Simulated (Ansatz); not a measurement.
```cif
data_structure
_symmetry_space_group_name_H-M 'P 1'
_symmetry_Int_Tables_number 1
_cell_length_a 6.2862
_cell_length_b 6.2862
_cell_length_c 6.0841
_cell_angle_alpha 90.000
_cell_angle_beta 90.000
_cell_angle_gamma 120.000
_cell_volume 208.21
loop_
_atom_site_label
_atom_site_type_symbol
_atom_site_fract_x
_atom_site_fract_y
_atom_site_fract_z
_atom_site_occupancy
Mg1 Mg 0.33333 0.66667 0.00000 1
Mg2 Mg 0.00000 0.00000 0.00000 1
Mg3 Mg 0.66667 0.33333 0.00000 1
Mg4 Mg 0.33333 0.66667 0.50000 1
Mg5 Mg 0.66667 0.33333 0.50000 1
Ni1 Ni 0.00000 0.00000 0.50000 1
S1 S 0.32638 0.00000 0.25665 1
S2 S 0.00000 0.32638 0.25665 1
S3 S 0.67362 0.67362 0.25665 1
S4 S 0.67362 0.00000 0.74335 1
S5 S 0.32638 0.32638 0.74335 1
S6 S 0.00000 0.67362 0.74335 1
```

Space group P-31m; a structure generated by program, which may or may not match a known phase; spin-polarised.

These are results of Ansatz 0.2.0, DFT PBE, scalar-relativistic, plane waves, PAW, not measurements.

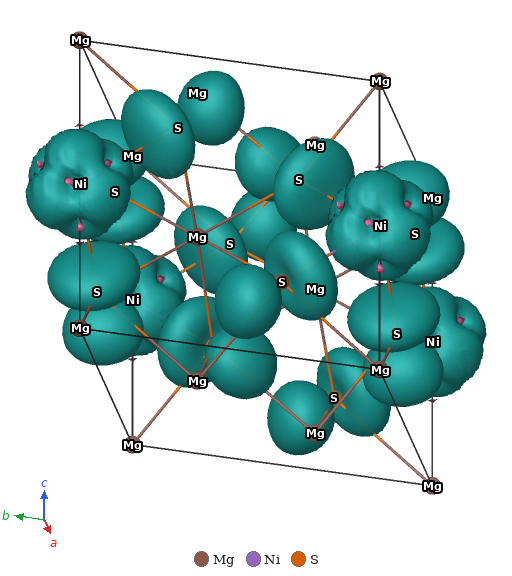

Mg5NiS6. Isosurfaces of the magnetisation density (up minus down) at +0.01 (teal) and −0.01 e/Å³ (pink), seen at an oblique angle. Sticks mark near contacts.

In a PAW calculation such maps are meaningful between the atoms, not at the nuclei.

> Which atoms carry the moments, and with what signs?

The spin density sits on Ni: +1.3 μB in one cell of 12 atoms, with smaller moments on other sites: S (up to +0.07 μB): parallel main moments, as they must be, since the calculation's own cell holds one magnetic site. The cell of the calculation (12 atoms) carries 2.0 μB of net spin moment.
